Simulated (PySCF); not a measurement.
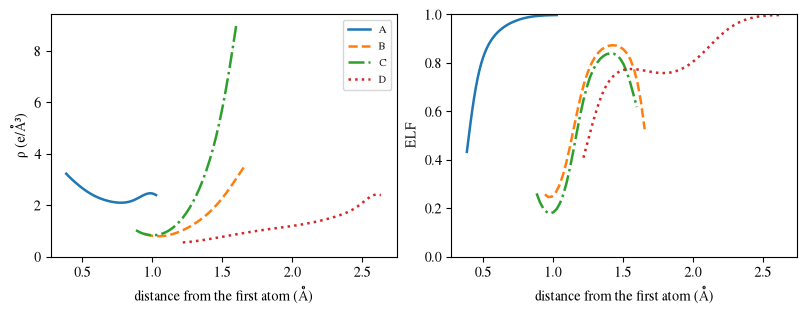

F6HHf2N. Electron density and electron localisation function along straight lines between neighbouring atoms. The curves leave out the atomic cores.

Geometry: PBE0-D3(BJ)/def2-SVP; core potentials replace the inner electrons of Hf.

Theory: CAM-B3LYP/def2-SVPD, SCF density, gas phase, scalar-relativistic core potentials on the heavy atoms in PySCF.

```yaml
atoms:
  - { symbol: Hf, position_ang: [0.9189, 1.2512, 1.0262] }
  - { symbol: F, position_ang: [2.4902, 0.2154, 0.7023] }
  - { symbol: F, position_ang: [1.0806, 3.0919, 0.5437] }
  - { symbol: F, position_ang: [0.3409, 1.1215, 2.8445] }
  - { symbol: N, position_ang: [-0.5084, 0.4338, -0.1790] }
  - { symbol: Hf, position_ang: [-0.6996, -1.4381, -0.9594] }
  - { symbol: F, position_ang: [-2.5625, -1.8611, -0.9811] }
  - { symbol: F, position_ang: [-0.0266, -1.4353, -2.7491] }
  - { symbol: F, position_ang: [0.3543, -2.5364, 0.1942] }
  - { symbol: H, position_ang: [-1.2632, 1.0803, -0.4378] }
```

Which curve belongs to which contact (Hf–F, Hf–H, Hf–N and N–H)? The first atom named is at distance zero.

Answer. Curve A: N–H (1.03 Å): the density is about 2.6 e/Å³ at the midpoint; the ELF climbs to about 1 towards the hydrogen, as it does in any bond to H: a covalent bond by its length. Curve B: Hf–N (2.04 Å): the density is about 0.8 e/Å³ at the midpoint; the ELF peaks at about 0.85 in the valence shell of N, 0.6 Å from its nucleus, and is about 0.25 at the midpoint. Curve C: Hf–F (1.91 Å): ρ is about 0.86 e/Å³ halfway; the ELF peaks at about 0.85 in the valence shell of F, 0.5 Å from its nucleus, and drops to about 0.20 between the two atoms. Curve D: Hf6···H10 (2.63 Å): the density falls to about 0.55 e/Å³ on the way; the ELF climbs to about 1 towards the hydrogen.
